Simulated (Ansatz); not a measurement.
```xyz
10

Si    0.3018    1.4648    0.4127
N    -0.1749   -0.1699    0.1819
B    -0.7741   -1.3699    0.4019
C     0.0997   -1.2181   -0.8540
H    -0.1385    2.2860   -0.7453
H    -0.3224    1.9679    1.6612
H     1.7825    1.5485    0.5122
H    -1.4822   -1.9422    1.1574
H    -0.3325   -1.0322   -1.8359
H     1.1239   -1.5862   -0.8893
```

Geometry: PBE0-D4/def2-TZVP.

Level of theory: Ansatz 0.2.0, RKS PBE0-D4/def2-TZVPP.

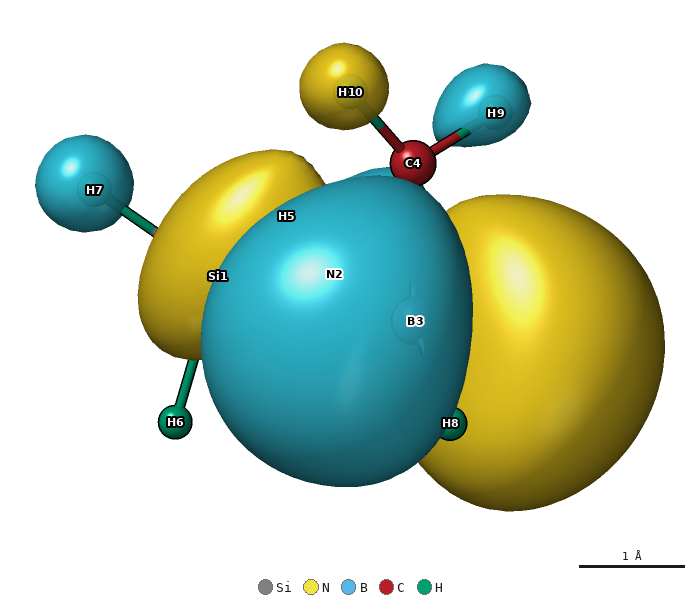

CH$_{6}$BNSi. The LUMO at ±0.08 Å⁻³ᐟ² (yellow and cyan are the two phases), seen at an oblique angle.

Where does this orbital lie, and at what energy?

By Hirshfeld shares it lies mainly on B3 (about 55 %), N2 (about 15 %), H8 (about 10 %) and Si1 (about 5 %). Its energy is −0.26 eV.
